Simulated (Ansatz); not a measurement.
One crystal and one scan (energy against volume) at two levels, PBE (plane waves to 420 eV, PAW, scalar-relativistic; Ansatz, a program for electronic structure) and r2SCAN (plane waves to 500 eV, PAW, scalar-relativistic; Ansatz), each from its own relaxed cell and on its own mesh. The cell shown is that of PBE.

MgH$_{2}$ (rutile)

```
MgH2
1.0
    4.51729     0.00000     0.00000
    0.00000     4.51729     0.00000
    0.00000     0.00000     3.01286
Mg H
2 4
Direct
  0.00000   0.00000   0.00000
  0.50000   0.50000   0.50000
  0.30441   0.30441   0.00000
  0.80441   0.19559   0.50000
  0.19559   0.80441   0.50000
  0.69559   0.69559   0.00000
```

Equation-of-state scan: isotropic scaling of the cell above, V₀ being its volume. The atoms relax within the cell's symmetry.

The energy includes the smearing's −TS. MgH2 was relaxed with its symmetry unable to fall. With the shape held, the modulus is that of even scaling; a crystal free to change shape is softer. Percentages come from the unrounded values.

```
quantity                                                                       PBE  r2SCAN     PBE − r2SCAN
---------------------------------------------------------------------------  -----  ------  ---------------
Lattice constant a (Å)                                                       4.517   4.484  +0.033 (+0.7 %)
Lattice constant c (Å)                                                       3.013   2.997  +0.016 (+0.5 %)
Relaxed volume (Å³/atom)                                                     10.25   10.04   +0.21 (+2.0 %)
Band gap of the relaxed cell, no spin-orbit coupling (eV)                     3.73    4.38    -0.65 (-15 %)
Bulk modulus at fixed cell shape B₀ (third-order Birch-Murnaghan fit) (GPa)   51.0    54.1    -3.1 (-5.6 %)
Pressure derivative B₀′ (fit)                                                  3.5     3.5              0.0
```

PBE gives the higher value for: lattice constant a; lattice constant c; relaxed volume. PBE gives the lower value for: band gap of the relaxed cell, no spin-orbit coupling; bulk modulus at fixed cell shape B₀. They agree on: pressure derivative B₀′ (within 1.5 %).

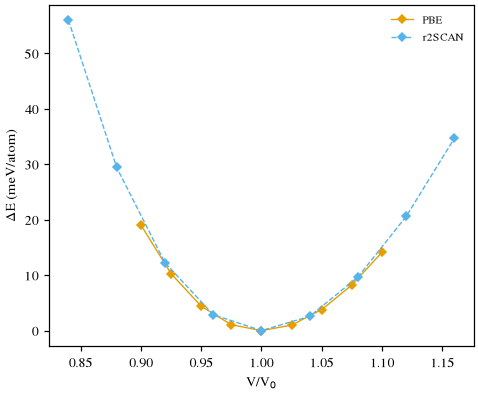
Figure: ΔE, each from the relaxed starting cell of its own level.

(A scan under strain: stresses follow from slopes of the energy per volume, elastic moduli from its curvatures.)
